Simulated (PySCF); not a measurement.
SMILES C=[CH][GeH2][OH] at its CAM-B3LYP/def2-SVP optimised geometry (Å):

```
10

Ge    -1.5403    -0.6867     0.0000
O     -2.2015     0.9683     0.0000
C      0.3975    -0.6867     0.0000
C      1.1062    -1.0606    -1.0657
H     -2.0441    -1.2944    -1.3123
H     -2.0822    -1.4366     1.2341
H     -2.0898     1.4366     0.8349
H      0.9339    -0.3739     0.9041
H      0.6249    -1.3818    -1.9960
H      2.2015    -1.0651    -1.0651
```

Computed with CAM-B3LYP/def2-TZVP run with PySCF 2.14.0. Cells within 0.4 Å of a nucleus heavier than hydrogen are left out (blank, or x).

Map of the HOMO amplitude (bohr^(-3/2)) on the plane z = 0.0 Å; orbital energy -9.46 eV, overall sign arbitrary:

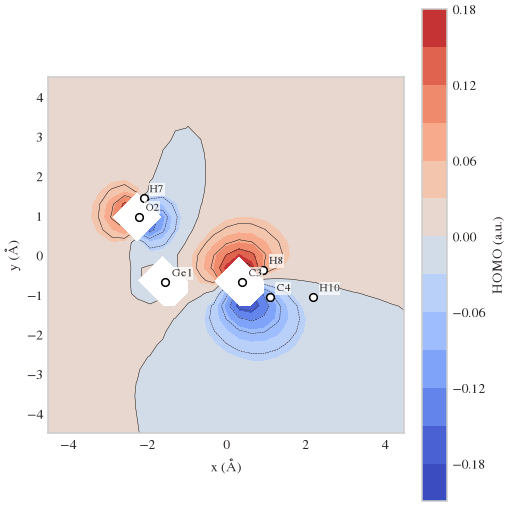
Figure. HOMO amplitude (bohr^(-3/2)) on the plane z = 0.0 Å.
